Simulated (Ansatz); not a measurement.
# Y3GaC (Pm-3m): Grüneisen parameters, part 2 of 2

Aim: how the phonons of Y3GaC (Pm-3m) shift with volume, and the thermal expansion that follows.

Ansatz 0.2.0; DFT PBEsol, scalar-relativistic, plane waves, PAW; PAW set soft_1.

So far, highest frequency on the path or at a solved wavevector (cm⁻¹): step 2 (response at finite wavevector) 528; step 4 (phonons at the other volume, volume ratio 0.97) 544.

### Step 5. Relaxing at another volume, volume ratio 1.03

The volume is scaled by 1.03 and held; symmetry leaves nothing to relax, so this is a single point. The modes can then be followed against volume.

File input.yaml:

```yaml
crystal:
  lattice:
    - [4.8538586106, 0.0, 0.0]
    - [0.0, 4.8538586106, 0.0]
    - [0.0, 0.0, 4.8538586106]
  atoms:
    - { symbol: "Y", position: [0.5, 0.0, 0.5] }
    - { symbol: "Y", position: [0.5, 0.5, 0.0] }
    - { symbol: "Y", position: [0.0, 0.5, 0.5] }
    - { symbol: Ga, position: [0.0, 0.0, 0.0] }
    - { symbol: C, position: [0.5, 0.5, 0.5] }
kpoints:
  mp_grid: { grid: [8, 8, 8] }
hamiltonian:
  xc: pbesol
  pseudopotentials: { kind: paw, azcp: { folder: soft_1 }, xc_functional: pbe }
scf:
  occupations: { method: methfessel_paxton, width: 0.2 }
output:
  forces: true
  stress: true
  eigenvalues: true
```

Launch:

```sh
> ansatz run input.yaml --threads 4 --pin off --max-ram 10240MiB --backend cpu --events-out ev --progress --plain --runs-dir out
```

Numbers of over 12 decimals in the logs are rounded to 6 here.

Log:

```text
[...]
Crystal: 5 atoms, lattice volume = 114.357 Å³
Basis set: ecut = 420 eV, 2205 PW (Γ), exchange–correlation on 72×72×72 points (8 copies of the dense FFT grid, shifted against one another)
Bands: 30, of which v1, the nominal top of the filled ones, is band 25 counted from 1 (24 counted from 0)
Symmetry: 48 space group operations
[...]
k-points: 35 of 512
[...]
k-point 0: bands = [... 21 lower, 9.4356, 9.4356, 9.4356, 9.6751, 9.6751, 9.6751, 11.6170, 11.6170, ... 1 higher]
  k-point 1: bands = [... 21 lower, 9.2893, 9.4561, 9.4971, 9.6868, 9.6868, 9.7249, 11.0775, 11.7542, ... 1 higher]
  k-point 2: bands = [... 21 lower, 9.0759, 9.0759, 9.5910, 9.5910, 9.8445, 9.8587, 11.0195, 12.1553, ... 1 higher]
  k-point 34: bands = [... 21 lower, 6.3039, 9.5012, 9.5012, 9.5012, 11.2585, 11.2585, 11.2585, 11.8631, ... 1 higher]
[key lines of the parts left out:]
SCF converged after 10 iterations
Free energy (F): -15377.738158 eV
Fermi energy:    9.643605 eV
P = ⅓ Tr σ = -2.3419 GPa (-23.419 kbar)
```

Run time: 2 s. Hardware: 4 threads of Intel Xeon Platinum 8488C (Sapphire Rapids), shared host; peak memory 0.5 GiB.

This step gave:

```yaml
pressure: -2.342 GPa
volume_per_atom: 22.87 Å³
```

The run ends at a pressure of -2.34 GPa.

### Step 6. Phonons at the other volume, volume ratio 1.03

The phonons are repeated at this volume on the same k and q meshes.

input.yaml, as its differences from that of step 5:

```diff
@@ -19,4 +19,11 @@
 output:
-  forces: true
-  stress: true
   eigenvalues: true
+phonons:
+  method: dfpt
+  qmesh: [2, 2, 2]
+  temperatures: { t_max: 1000, t_step: 50 }
+  qpath:
+    path:
+      - [[0.0, 0.0, 0.0], [0.0, 0.5, 0.0], [0.5, 0.5, 0.0], [0.0, 0.0, 0.0], [0.5, 0.5, 0.5], [0.0, 0.5, 0.0]]
+      - [[0.5, 0.5, 0.5], [0.5, 0.5, 0.0]]
+    npoints: 10
```

Log:

```text
[...]
Crystal: 5 atoms, lattice volume = 114.357 Å³
Basis set: ecut = 420 eV, 2205 PW (Γ), exchange–correlation on 72×72×72 points (8 copies of the dense FFT grid, shifted against one another)
Bands: 30, of which v1, the nominal top of the filled ones, is band 25 counted from 1 (24 counted from 0)
Symmetry: 48 space group operations
k-points: 35 of 512
[...]
k-point 34: bands = [... 21 lower, 6.3039, 9.5012, 9.5012, 9.5012, 11.2585, 11.2585, 11.2585, 11.8630, ... 1 higher]
[...]
ASR residual: 9.329e-5 → 0.000e0 eV/Å²; symmetrization residual: 1.718e-6 eV/Å²
  ASR residual per site (eV/Å²): 1.61e-5 1.61e-5 1.61e-5 9.33e-5 2.51e-5
[...]
--- Phonons (arbitrary-q DFPT): 4 irreducible q on the 2×2×2 mesh ---
[...]
interpolated dispersion: 62 rows × 15 modes
[...]
[key lines of the parts left out:]
SCF converged after 13 iterations
Free energy (F): -15377.738158 eV
Fermi energy:    9.643607 eV
```

Elapsed: 3.5 min, on 4 threads; peak memory 1.4 GiB.

Numbers from this step:

```yaml
sum_rule_residual_before_enforcement: 9.33e-5 eV/Å²
lowest_frequency_on_the_path: -41.19 cm⁻¹
highest_frequency_on_the_path_or_at_a_solved_wavevector: 511.0 cm⁻¹
highest_optical_mode_at_the_zone_centre_no_lo_to_term: 288.4 cm⁻¹
lowest_optical_zone_centre_mode: 82.14 cm⁻¹
lowest_mode_on_the_q_mesh_acoustic_modes_at_gamma_apart: -41.19 cm⁻¹
```

Frequencies (cm⁻¹) solved at each irreducible wavevector; negative means imaginary. Frequencies by wavevector, by row:

```csv
q in reciprocal lattice units,star,mode 1,mode 2,mode 3,mode 4,mode 13,mode 14,mode 15
0 0 0,1,0,0,0,82.1,288.4,288.4,288.4
0 0 -0.5,3,73.7,73.7,81.5,81.5,365.7,365.7,511
0 -0.5 -0.5,3,-35.7,87.4,94.7,94.7,374.8,486.1,486.1
-0.5 -0.5 -0.5,1,-41.2,-41.2,-41.2,89.5,496.9,496.9,496.9
```

The highest optical mode at the zone centre (no LO-TO term) is 288.4 cm⁻¹, -1.7 cm⁻¹ against the base run.

### Step 7. Grüneisen parameters

The Grüneisen parameter of a mode is minus the logarithmic change of its frequency with volume, −d ln ω / d ln V; weighted by heat capacity it gives the expansion.

Numbers from this step:

* bulk modulus: 83.8 GPa

The phonon branches at the labelled points (cm⁻¹):

```csv
point,branch 1,branch 2,branch 3,branch 4,branch 12,branch 13,branch 14,branch 15
Γ,0,0,0,86,201,290,290,290
X,75,75,88,88,223,382,382,528
M,-37,94,102,102,257,396,505,505
Γ,0,0,0,86,201,290,290,290
R,-44,-44,-44,96,282,516,516,516
X,75,75,88,88,223,382,382,528
jump to R,-44,-44,-44,96,282,516,516,516
M,-37,94,102,102,257,396,505,505
```

The same for volume x 0.97:

```csv
point,branch 1,branch 2,branch 3,branch 4,branch 12,branch 13,branch 14,branch 15
Γ,0,0,0,80,202,293,293,293
X,77,77,93,94,233,400,400,544
M,-39,101,106,106,267,420,525,525
Γ,0,0,0,80,202,293,293,293
R,-47,-47,-47,102,293,535,535,535
X,77,77,93,94,233,400,400,544
R,-47,-47,-47,102,293,535,535,535
M,-39,101,106,106,267,420,525,525
```

The same for volume x 1.03:

```csv
point,branch 1,branch 2,branch 3,branch 4,branch 12,branch 13,branch 14,branch 15
Γ,0,0,0,82,197,288,288,288
X,74,74,82,82,213,366,366,511
M,-36,87,95,95,247,375,486,486
Γ,0,0,0,82,197,288,288,288
R,-41,-41,-41,90,270,497,497,497
X,74,74,82,82,213,366,366,511
R,-41,-41,-41,90,270,497,497,497
M,-36,87,95,95,247,375,486,486
```

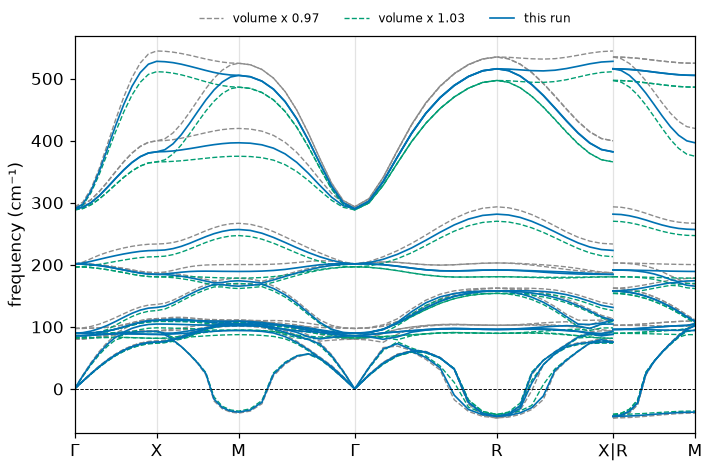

Phonon branches along the path; dashed: volume x 0.97 and volume x 1.03.

### Step 8. Results

| Quantity | Value |
| --- | --- |
| bulk modulus | 83.8 GPa |

In words: No expansion is given, because modes are imaginary at one volume or more. The highest optical mode at Γ goes from 293 to 288 cm⁻¹ as the cell grows, a Grüneisen parameter of 0.29. Branches are matched by rank, so values near crossings are rough. With no gap, or one that is small against the smearing, the frequencies hang on the k mesh and the smearing, most of all near Kohn anomalies. The PAW files were made for PBE and serve the other functionals too.

[Logs are printed without paths, hosts, clocks, repeated set-up lines and the standing remarks that a program may print on its own settings, such as how far it seeks lower states.]

[Hosts, paths, dates, database ids (printed as entryN), source tags and the programs' standing remarks are cut or masked in the printed files.]
